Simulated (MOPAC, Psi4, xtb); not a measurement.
Intermolecular potential of H3N ··· H3ClSi (SMILES N and [SiH3]Cl). Monomers: optimised at B3LYP-D3(BJ) (def2-TZVP), held rigid. Orientation: lowest of the rigid-body minima from ten starts at GFN2-xTB. Only R, the distance of the centres of mass, is varied, so the lowest point isn't the relaxed dimer.

Geometry at R = 2.99 Å (first 4 atoms: monomer A):
```
9

N      0.0000     0.0006     0.2791
H     -0.4952    -0.8025    -0.0912
H     -0.4473     0.8298    -0.0947
H      0.9424    -0.0278    -0.0931
Si     0.7921     0.3565     3.1302
Cl     2.3537     1.2466     2.1110
H      0.7118    -1.0589     2.7197
H     -0.4558     1.0648     2.7853
H      1.0597     0.4589     4.5780
```

Methods: PM6, restricted, heats of formation (MOPAC); MP2/aug-cc-pVDZ = Psi4 with DF-MP2/aug-cc-pVDZ, frozen core, counterpoise-corrected; PBE-D3(BJ)/def2-TZVP, counterpoise-corrected (Psi4); PBE/def2-TZVP, counterpoise-corrected (Psi4); GFN1-xTB (xtb).

Interaction energies in kJ/mol (negative: bound); R is the distance of the centres of mass, d the N1···H7 distance.

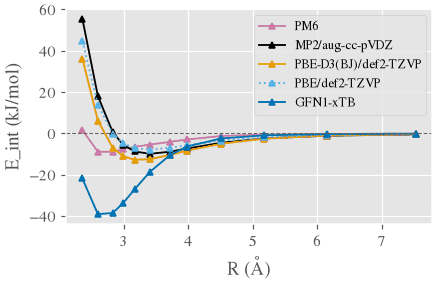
*Interaction energy against separation.*

| R / Å | d / Å | PM6 | MP2/aug-cc-pVDZ | PBE-D3(BJ)/def2-TZVP | PBE/def2-TZVP | GFN1-xTB |
|---|---|---|---|---|---|---|
| 2.36 | 2.33 | 1.50 | 55.45 | 36.23 | 44.67 | -21.86 |
| 2.60 | 2.48 | -8.84 | 18.06 | 6.19 | 13.89 | -39.13 |
| 2.83 | 2.64 | -8.93 | 0.60 | -6.96 | -0.07 | -38.58 |
| 2.99 | 2.75 | -7.72 | -5.47 | -11.05 | -4.78 | -33.80 |
| 3.17 | 2.89 | -6.53 | -8.78 | -12.79 | -7.23 | -27.08 |
| 3.41 | 3.08 | -5.43 | -9.91 | -12.52 | -7.91 | -18.56 |
| 3.72 | 3.33 | -4.12 | -8.88 | -10.42 | -6.95 | -10.52 |
| 3.98 | 3.55 | -2.98 | -7.37 | -8.39 | -5.72 | -6.39 |
| 4.51 | 4.01 | -1.30 | -4.58 | -5.05 | -3.55 | -2.48 |
| 5.18 | 4.62 | -0.57 | -2.46 | -2.59 | -1.87 | -0.96 |
| 6.15 | 5.52 | -0.32 | -1.13 | -1.05 | -0.79 | -0.35 |
| 7.53 | 6.83 | -0.20 | -0.48 | -0.41 | -0.33 | -0.11 |

Lowest grid point: PM6 -8.93 kJ/mol at R = 2.83 Å; MP2/aug-cc-pVDZ -9.91 kJ/mol at R = 3.41 Å; PBE-D3(BJ)/def2-TZVP -12.79 kJ/mol at R = 3.17 Å; PBE/def2-TZVP -7.91 kJ/mol at R = 3.41 Å; GFN1-xTB -39.13 kJ/mol at R = 2.60 Å.
